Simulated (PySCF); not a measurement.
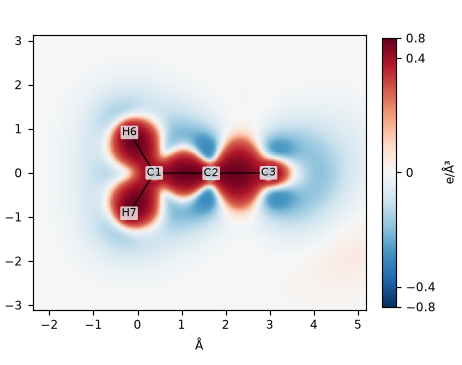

Figure. C₄H₅Br, SMILES `C=C=CCBr`. Deformation density (molecule less spherical, spin-averaged free atoms) in the plane of C1, C2, C3, H6 and H7; colour scale in e/Å³, logarithmic beyond ±0.1; red: gain, blue: loss.

Computed with PySCF, B3LYP/def2-SVPD, geometry: GFN2-xTB. No frequency check shows the geometry to be a minimum. GFN2-xTB bond lengths at metals and heavier atoms can be off by up to 0.1 Å and shapes distorted, which carries into these values.

The calculation's input:

```python
import numpy as np
from pyscf import gto, scf, dft
from pyscf.scf import atom_ks, atom_hf
from scipy.linalg import block_diag

def solve(mol, dm0=None, hcore=None):
    mf = (dft.UKS if mol.spin else dft.RKS)(mol, xc='b3lyp')
    mf.grids.level = 3
    mf = mf.density_fit(auxbasis='def2-universal-jkfit')
    mf.conv_tol, mf.max_cycle = 1e-8, 80
    if hcore is not None:
        mf.get_hcore = lambda *args: hcore
    mf.kernel(dm0)
    if not mf.converged:
        mf = mf.newton().run(mf.mo_coeff, mf.mo_occ, max_cycle=30)
    assert mf.converged, 'SCF not converged'
    return mf

mol = gto.M(atom='''
C     -3.39470    -0.59085     0.16652
C     -2.31329     0.02747    -0.17541
C     -1.22704     0.66539    -0.49723
C     -0.10755     0.89265     0.45397
Br     1.46265    -0.22290    -0.01973
H     -4.24961    -0.06677     0.56308
H     -3.49270    -1.65904     0.05756
H     -1.08249     1.02875    -1.50641
H      0.25768     1.91808     0.41729
H     -0.37017     0.61237     1.47206
''', basis='def2-svpd', charge=0, spin=0, verbose=4)
mf = solve(mol)
mf.analyze()
# spherically averaged free atoms, for the promolecule
atm = atom_ks.get_atm_nrks(mol, xc='b3lyp')
pro = block_diag(*[(atm[a[0]][2] * atm[a[0]][3]) @ atm[a[0]][2].T for a in mol._atom])
np.savez('result.npz', e=mf.e_tot, c=mf.mo_coeff, occ=mf.mo_occ, eps=mf.mo_energy, pro=pro, dip=mf.dip_moment(verbose=0), s2=mf.spin_square()[0])
```

Command:

```sh
OMP_NUM_THREADS=1 python input.py
```

The run took 35 s on 1 thread of Intel(R) Xeon(R) Processor @ 2.50GHz (Skylake/Cascade Lake), on a shared host, peak memory 0.64 GiB.

Partitions, critical points and surface values were worked out afterwards from this run's density.

**How much density has each bond in this plane gained at its critical point, relative to the free atoms?**

C1–C2: +0.71 e/Å³ at the bond critical point (bond length 1.29 Å). C2–C3: +0.70 e/Å³ at the bond critical point (bond length 1.30 Å). C1–H7: +0.69 e/Å³ at the bond critical point (bond length 1.08 Å). C1–H6: +0.69 e/Å³ at the bond critical point (bond length 1.08 Å). In all, 2.3 electrons gather in the regions of gain relative to the promolecule.
